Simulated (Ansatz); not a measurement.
**CH6Ge (methyl germane): B3LYP/6-31G(d) (Cartesian functions)**

Aim: the vertical singlet–triplet gap of CH6Ge (methyl germane) at B3LYP/6-31G* (Cartesian functions), from 2 runs. 

Program for the calculation: Ansatz 0.2.0.

28 further runs of the same task are left out: 28 set aside as unsound or not needed.

### Step 1. The system as given

CH6Ge: 8 atoms, total charge 0, spin state singlet. SMILES: `[CH3][GeH3]`. The shape is that of a PBE0-D4/def2-TZVP optimisation.

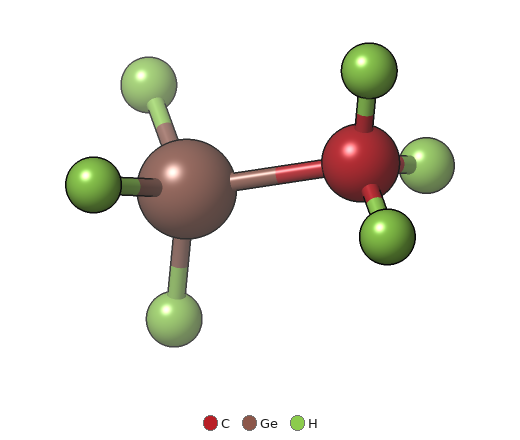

Viewed from a chosen angle; carbon red, germanium brown, hydrogen green.

### Step 2. A single-point energy at B3LYP/6-31G(d) (Cartesian functions)

Contents of in.yaml:

```yaml
basis:
  gaussian:
    orbitals: "6-31G*"
crystal:
  periodic: [false, false, false]
  atoms:
    - {symbol: C, position_ang: [-0.310900, 0.190300, -0.971400]}
    - {symbol: Ge, position_ang: [0.296900, -0.181900, 0.846700]}
    - {symbol: H, position_ang: [-1.380100, 0.404200, -0.976500]}
    - {symbol: H, position_ang: [0.218800, 1.052200, -1.378400]}
    - {symbol: H, position_ang: [-0.124600, -0.669400, -1.616000]}
    - {symbol: H, position_ang: [0.030700, 1.028200, 1.760100]}
    - {symbol: H, position_ang: [1.807100, -0.479600, 0.857700]}
    - {symbol: H, position_ang: [-0.445700, -1.401200, 1.422100]}
hamiltonian:
  xc: {name: B3LYP}
accuracy: high
output:
  orbitals: {seedname: orbitals}
```

Command:

```
$ ansatz run in.yaml --threads 1 --pin off --max-ram 3480MiB --events-out events.jsonl --progress --plain --runs-dir runs
```

Standard output:

```text
Warning: RAYON_NUM_THREADS=1 ignored (pool sized by the plan → 1); use --threads N
Functional definition: B3LYP
  name "B3LYP"
  parameter a0 = 0.2
  parameter ax = 0.72
  parameter ac = 0.81
  exchange = (1 - a0 - ax)*slater_x + ax*b88_x + a0*exact_x
  correlation = (1 - ac)*vwn_rpa_c + ac*lyp_c
1334 factors; integrals over basis functions are off by at most 4.7e-9 eV
mean field evaluation 1: about -57642.5429 eV, gradient 4.3e1 eV
mean field evaluation 2: about -57639.9708 eV, gradient 5.1e1 eV
mean field evaluation 4: about -57646.5752 eV, gradient 4.5e-1 eV
mean field evaluation 8: about -57646.6711 eV, gradient 1.3e-1 eV
mean field evaluation 16: about -57646.6711 eV, gradient 1.9e-6 eV
mean field -57646.67109549 eV, -2118.4760884422 hartree, gradient 3.6e-8 eV, S^2 0.000000; 0 other end points of the search recorded, 0 dependent functions left out
reference -57646.67113373 eV, -2118.4760898474 hartree; 22, 22 occupied and 40, 40 virtual orbitals, 1334 factors
Total energy: -57646.67113373 eV, -2118.4760898474 hartree
```

Run time: 5.4 s. Hardware: 1 thread of Arm Neoverse V1, shared host; peak memory 0.18 GiB.

### Step 3. The triplet

Contents of in.yaml:

```yaml
crystal:
  periodic: [false, false, false]
  atoms:
    - symbol: C
      position_ang: [-0.310900, 0.190300, -0.971400]
    - symbol: Ge
      position_ang: [0.296900, -0.181900, 0.846700]
    - symbol: H
      position_ang: [-1.380100, 0.404200, -0.976500]
    - symbol: H
      position_ang: [0.218800, 1.052200, -1.378400]
    - symbol: H
      position_ang: [-0.124600, -0.669400, -1.616000]
    - symbol: H
      position_ang: [0.030700, 1.028200, 1.760100]
    - symbol: H
      position_ang: [1.807100, -0.479600, 0.857700]
    - symbol: H
      position_ang: [-0.445700, -1.401200, 1.422100]
basis:
  gaussian:
    orbitals: "6-31G*"
magnetization:
  spin_polarized: true
  initial_magnetization: 2
hamiltonian:
  xc: {name: B3LYP}
accuracy: high
output: {orbitals: {seedname: orbitals}}
```

Command:

```
$ ansatz run in.yaml --threads 1 --pin off --max-ram 3480MiB --events-out events.jsonl --progress --plain --runs-dir runs
```

Standard output, cut to the lines that bear on the results:

```text
Warning: RAYON_NUM_THREADS=1 ignored (pool sized by the plan → 1); use --threads N
[... 7 set-up lines as earlier in the session ...]
1334 factors; integrals over basis functions are off by at most 4.7e-9 eV
mean field evaluation 1: about -57631.3367 eV, gradient 3.6e1 eV
mean field evaluation 2: about -57615.2017 eV, gradient 5.7e1 eV
mean field evaluation 4: about -57636.5313 eV, gradient 1.6e1 eV
mean field evaluation 8: about -57638.6398 eV, gradient 4.2e-1 eV
mean field evaluation 16: about -57638.7627 eV, gradient 1.5e-2 eV
mean field evaluation 32: about -57638.7627 eV, gradient 1.8e-6 eV
mean field -57638.76268010 eV, -2118.1854595372 hartree, gradient 8.4e-8 eV, S^2 2.002237; 4 other end points of the search recorded, 0 dependent functions left out
reference -57638.76272072 eV, -2118.1854610297 hartree; 23, 21 occupied and 39, 41 virtual orbitals, 1334 factors
Total energy: -57638.76272072 eV, -2118.1854610297 hartree
```

It took 15 s on 1 thread of Arm Neoverse V1, shared host; peak memory 0.26 GiB.

### Step 4. What came out

At B3LYP/6-31G* (Cartesian functions):

```
                                        quantity           value
                           singlet: total energy  -2118.47609 Eh
                            singlet: HOMO energy        -8.53 eV
                            singlet: LUMO energy         1.03 eV
                          singlet: HOMO–LUMO gap         9.56 eV
                           triplet: total energy  -2118.18546 Eh
     triplet: HOMO energy (highest over α and β)        -1.24 eV
                                   triplet: ⟨S²⟩           2.002
vertical energy of the triplet above the singlet        7.908 eV
```

What this shows: At this shape the triplet lies 7.91 eV (182 kcal/mol) above the singlet.
